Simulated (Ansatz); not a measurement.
**Alloy series in PbS**

Start from PbS in the rock salt structure (space group Fm-3m, No. 225; a = 5.903 Å).

The other end (x = 1) is PbTe in the rock salt structure (space group Fm-3m, No. 225): 33.42 Å³/atom, gap 0.65 eV.

Te replaces a fraction x of S; each row is one arrangement (x, atoms in the cell, starting space group or random), fully relaxed.

The values are results of DFT with PBEsol, PAW potentials and a 420 eV plane-wave cutoff in Ansatz (a quantum-chemistry and plane-wave program), no spin-orbit coupling, not measurements.

Notes on the quantities. mixing energy: to 0.01 eV only: unlike meshes or grids.

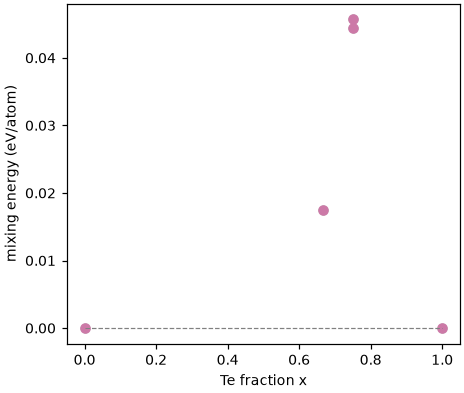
*Mixing energy against Te fraction x; the dashed line joins the ends*

```csv
Te fraction x,mixing energy
"x(Te) = 0.667, 6 atoms, P-3m1",+17 meV/atom
"x(Te) = 0.75, 8 atoms, P4/mmm",+0.05 eV/atom
"x(Te) = 0.75, 8 atoms, I4/mmm",+0.04 eV/atom
```

These are small ordered cells, not random alloys; other orderings at the same x differ. Spin-orbit coupling, missing from the scalar runs, can matter with Pb and Te. Stability against distortions was not tested. A zero or small gap of PbS and Pb4Te3S can be the functional's error rather than a property of the material.
